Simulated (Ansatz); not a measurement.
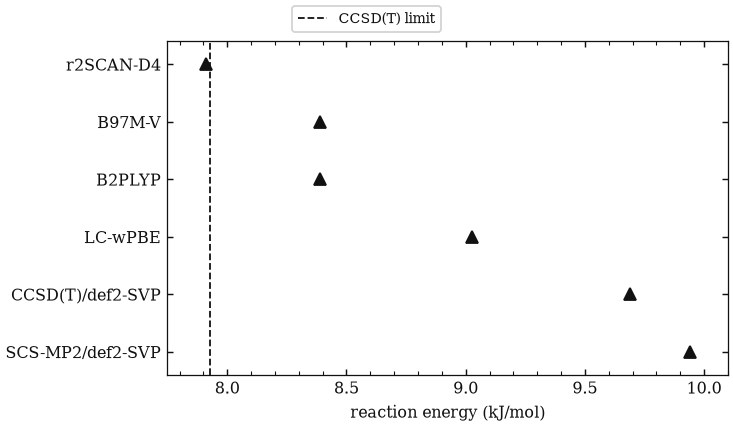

Electronic reaction energy of Si₂NH₇Se (N[SiH]([SiH3])[SeH]) + SiNH₄SF (N[SiH](F)S) → Si₂NH₇S (N[SiH]([SiH3])S) + SiNH₄SeF (N[SiH](F)[SeH]) (SMILES in brackets) at several levels (functionals in def2-TZVPP unless a basis is named), isolated molecules at PBE0-D4 triple-zeta geometries, minima by their frequencies, no zero-point or thermal terms, the Ansatz code 0.2.0. The line is frozen-core CCSD(T) at the basis limit (MP2 extrapolated from triple and quadruple zeta, plus CCSD(T) less MP2 in a smaller set). B2PLYP holds a correlation term that converges slowly with the basis, so part of the distance to the limit is basis error. No dispersion term is added to B2PLYP and LC-wPBE. The distance of CCSD(T)/def2-SVP and SCS-MP2/def2-SVP to the limit includes basis error.

Which level comes closest to the line (CCSD(T) limit), and which misses most?

Closest r2SCAN-D4 (7.9 kJ/mol), against 7.9 kJ/mol; farthest SCS-MP2/def2-SVP (9.9 kJ/mol).

What do zero-point energy and temperature add?

Zero-point change −0.6 kJ/mol; at 298.15 K and 1 bar the CCSD(T) limit plus thermal terms gives an enthalpy of reaction of 7.6 and a free energy of 6.9 kJ/mol (harmonic PBE0-D4 modes, ideal gas).

Known limits of this run: no scalar relativity up to krypton; outer-core shells are correlated without core-valence functions, which makes the correlated values less sure.
